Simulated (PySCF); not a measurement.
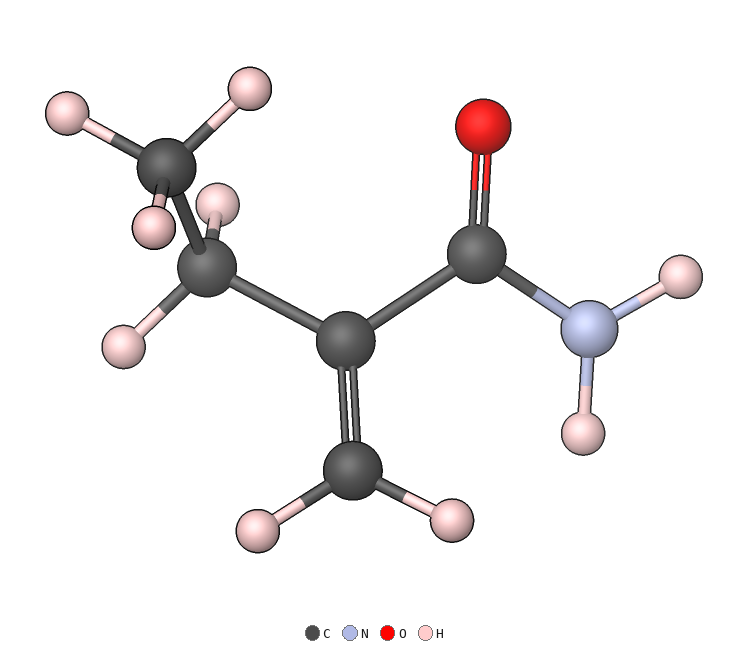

Multiple sticks mark multiple bonds (one Kekulé form).

The computed structure is the end point of a GFN2-xTB optimisation. No frequency run is at hand to confirm it as a minimum.

Question: Count the atoms of each element.

Answer: C₅H₉NO, 16 atoms: 5 carbon, 9 hydrogen, 1 nitrogen and 1 oxygen.

Question: Give the symmetry (Schoenflies symbol).

Answer: C1.

The parts below concern this one geometry. Atoms keep their numbers from picture to picture.

## Shape

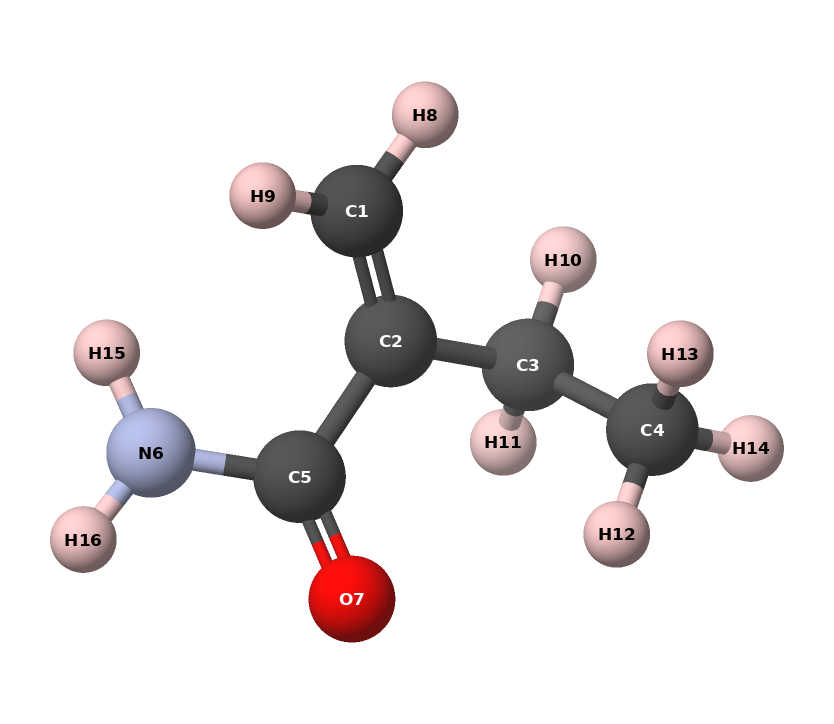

No frequency run is at hand to confirm it as a minimum.

Question: How are the neighbours of atom 2 arranged?

Answer: C2 has 3 neighbours (C1 at 1.33, C3 at 1.50, C5 at 1.50 Å); the arrangement is trigonal planar.

Question: Describe the coordination of atom 6.

Answer: N6 has 3 neighbours (C5 at 1.36, H15 at 1.00, H16 at 1.01 Å); the arrangement is trigonal planar.

Question: How are the neighbours of atom 1 arranged?

Answer: C1 has 3 neighbours (C2 at 1.33, H8 at 1.08, H9 at 1.08 Å); the arrangement is trigonal planar.

Question: Describe the coordination of atom 5.

Answer: C5 has 3 neighbours (C2 at 1.50, N6 at 1.36, O7 at 1.21 Å); the arrangement is trigonal planar.

Question: What is the dihedral angle C1–C2–C3–C4?

Answer: 96° in size, that is about perpendicular.

## Electronic properties

No frequency run is at hand to confirm it as a minimum. Method: PBE0/def2-SVPD, gas phase (PySCF 2.14.0). Excitations: vertical, linear response.

Predict the main results.

- dipole moment: 3.49 D
- HOMO energy (Kohn–Sham orbital): −7.42 eV
- LUMO energy (Kohn–Sham orbital): −0.87 eV
- HOMO–LUMO gap: 6.55 eV
- mean static polarisability: 72.4 bohr³
- lowest vertical singlet excitation: 4.85 eV
- its oscillator strength: 0.003
- brightest of the 6 lowest singlets: 6.38 eV
- its oscillator strength: 0.22

## Charges

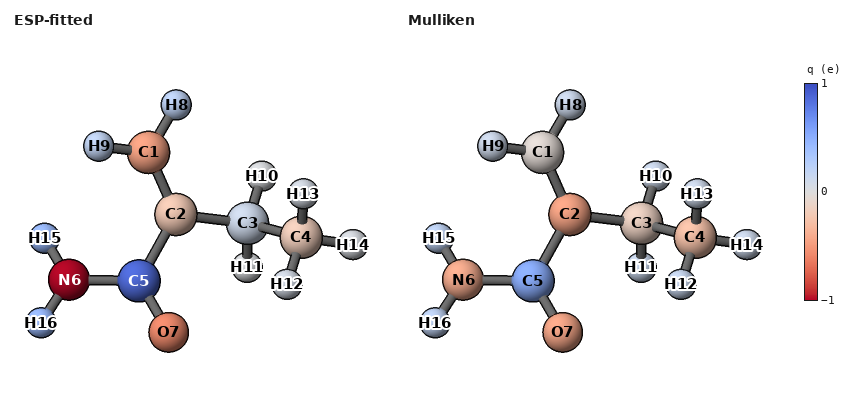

Atomic charges of one calculation by 2 schemes, on one colour scale. No frequency run is at hand to confirm it as a minimum. Computed with PBE0/pcSseg-1 (PySCF 2.14.0).

Question: Which scheme gives the most polar picture (largest mean size of the charges)?

Answer: The ESP-fitted charges are the largest in size here.

Question: On which atom do the schemes disagree most?

Answer: On N6 (from −0.99 to −0.40 e).

List the charges (e), one line for each set of equivalent atoms.

```json
{"atom": "C1", "ESP-fitted": "−0.45", "Mulliken": "−0.04"}
{"atom": "C2", "ESP-fitted": "−0.21", "Mulliken": "−0.44"}
{"atom": "C3", "ESP-fitted": "0.11", "Mulliken": "−0.14"}
{"atom": "C4", "ESP-fitted": "−0.17", "Mulliken": "−0.27"}
{"atom": "C5", "ESP-fitted": "0.85", "Mulliken": "0.50"}
{"atom": "N6", "ESP-fitted": "−0.99", "Mulliken": "−0.40"}
{"atom": "O7", "ESP-fitted": "−0.57", "Mulliken": "−0.43"}
{"atom": "H8", "ESP-fitted": "0.21", "Mulliken": "0.11"}
{"atom": "H9", "ESP-fitted": "0.18", "Mulliken": "0.11"}
{"atom": "H10", "ESP-fitted": "0.02", "Mulliken": "0.12"}
{"atom": "H11", "ESP-fitted": "0.02", "Mulliken": "0.13"}
{"atom": "H12", "ESP-fitted": "0.07", "Mulliken": "0.15"}
{"atom": "H13", "ESP-fitted": "0.06", "Mulliken": "0.11"}
{"atom": "H14", "ESP-fitted": "0.04", "Mulliken": "0.11"}
{"atom": "H15", "ESP-fitted": "0.41", "Mulliken": "0.20"}
{"atom": "H16", "ESP-fitted": "0.42", "Mulliken": "0.20"}
```

## NMR shielding

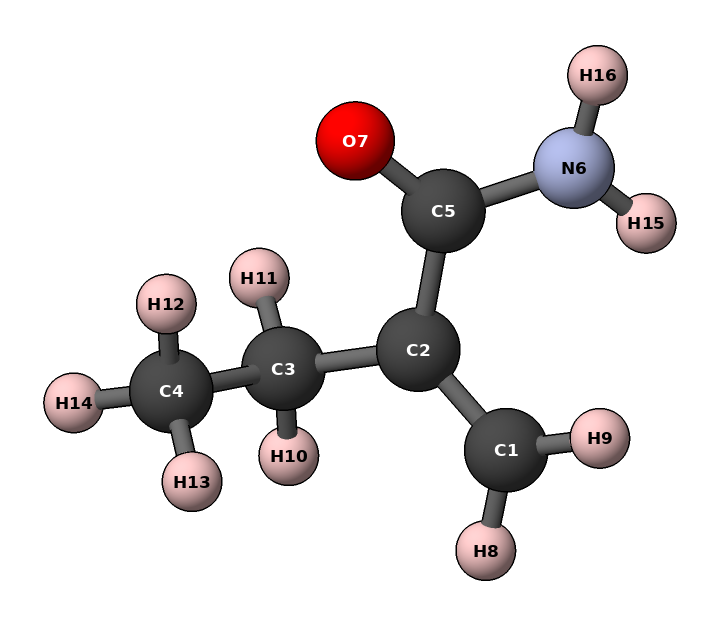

No frequency run is at hand to confirm it as a minimum. Method: GIAO PBE0/pcSseg-1 NMR shielding, non-relativistic, gas phase (PySCF 2.14.0). Principal shieldings σ11 ≤ σ22 ≤ σ33, span Ω = σ33 − σ11, skew κ = 3(σiso − σ22)/Ω.

Question: Which C atom has the most anisotropic shielding?

Answer: C2, with a span of 241 ppm.

Give the shielding tensors of the C atoms.

| atom | σ11 | σ22 | σ33 | σiso | Ω | κ |
| --- | --- | --- | --- | --- | --- | --- |
| C1 | −42.7 | 83.9 | 155.6 | 65.6 | 198.3 | −0.28 |
| C2 | −92.3 | 25.7 | 148.3 | 27.2 | 240.7 | 0.02 |
| C3 | 138.8 | 149.5 | 169.1 | 152.5 | 30.4 | 0.30 |
| C4 | 150.1 | 163.3 | 186.5 | 166.6 | 36.5 | 0.27 |
| C5 | −74.5 | 22.7 | 95.4 | 14.5 | 169.9 | −0.14 |

Shieldings and span in ppm.

Mulliken values depend strongly on the basis set and can even reverse the polarity of a bond.
